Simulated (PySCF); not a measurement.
# Run report: RuF4 (charge −1), frequency calculation

- system: RuF4, charge −1, multiplicity 6
- method: UKS-based PBE0, Ru def2-SVPD with ECP28, F def2-SVPD; non-relativistic Hamiltonian with a scalar-relativistic core potential; density fitting (PySCF 2.14.0)

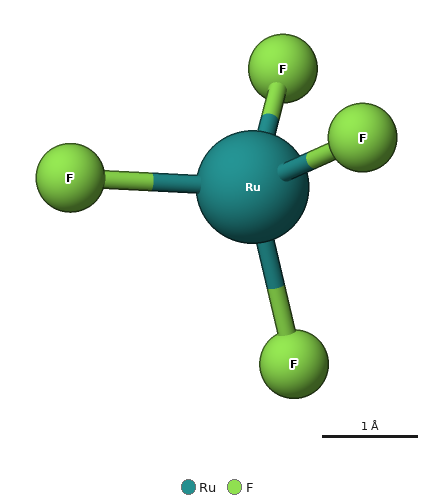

Figure 1. The structure as given in the input (ball-and-stick view, seen at a tilt). Sticks mark near contacts.

## Summary

```tsv
quantity	value
outcome	converged
total energy	−493.729851 hartree
⟨S²⟩	8.756
zero-point energy	0.005931 hartree
wavenumbers, lowest and highest	106 and 531 cm⁻¹
hardware	4 threads of Arm Neoverse V1, 24 GiB of memory available, shared host
wall time	39 s (CPU time 2 min)
peak memory	1.6 GiB
```

## Input file
```python
from pyscf import gto, scf, dft
mol = gto.M(atom='''
Ru    -0.000000    -0.000000    -0.000000
F      1.152100     1.152100    -1.152100
F     -1.152100    -1.152100    -1.152100
F      1.152100    -1.152100     1.152100
F     -1.152100     1.152100     1.152100''',
    basis={'Ru': 'def2-SVPD', 'F': 'def2-SVPD'},
    ecp={'Ru': 'def2-SVPD'},
    charge=-1, spin=5)
mf = dft.UKS(mol, xc='PBE0')
mf.grids.atom_grid = (75, 302)
aux = {'Ru': 'def2-universal-JKFIT', 'F': 'def2-universal-JKFIT'}
mf = mf.density_fit(auxbasis=aux)
mf.conv_tol = 1e-09
mf.diis_space = 10
mf.max_cycle = 60
mf.verbose = 4
mf.kernel()
```

The script is an equivalent of the set-up of the self-consistent field. The run itself was carried out by a driver, which started from the orbitals of the step before it where there was one and computed the further properties.

Run as:
```bash
OMP_NUM_THREADS=4 python axn.py task.json out
```

## Output
```
init E= -493.729850799685
  alpha nocc = 29  HOMO = -0.124021211268596  LUMO = 0.141651867058329
  beta  nocc = 24  HOMO = -0.204329463838803  LUMO = 0.0490247662918479
  HOMO = -0.124021211269  LUMO = 0.0490247662918  gap/eV = 4.70882
cycle= 1 E= -493.729850799685  delta_E= -1.14e-13  |g|= 1.38e-06  |ddm|= 2.6e-06
  alpha nocc = 29  HOMO = -0.124020702931099  LUMO = 0.141651943552127
  beta  nocc = 24  HOMO = -0.204329557973731  LUMO = 0.0490255622599661
  HOMO = -0.124020702931  LUMO = 0.04902556226  gap/eV = 4.70883
Extra cycle  E= -493.729850799685  delta_E= 2.27e-13  |g|= 3e-06  |ddm|= 3.79e-06
converged SCF energy = -493.729850799685  <S^2> = 8.7560063  2S+1 = 6.0020018
```

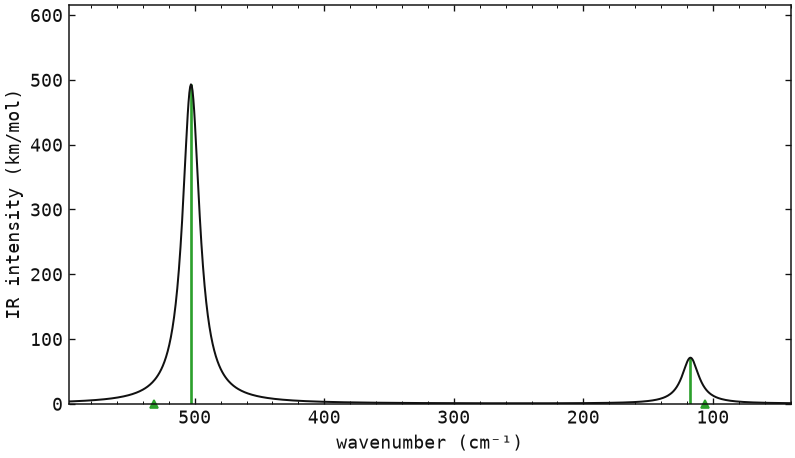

Figure 2. Harmonic infrared spectrum, unscaled: sticks (degenerate modes added up, dark ones marked on the axis) with a Lorentzian envelope of 16 cm⁻¹ full width, scaled to the tallest stick. 9 modes from 106 to 531 cm⁻¹, none imaginary. The strongest line is at 503 cm⁻¹ (493 km/mol). All modes, in cm⁻¹ (km/mol): 106 (0.0), 106 (0.0), 117 (24), 117 (24), 117 (24), 503 (164), 503 (164), 503 (164), 531 (0.0).
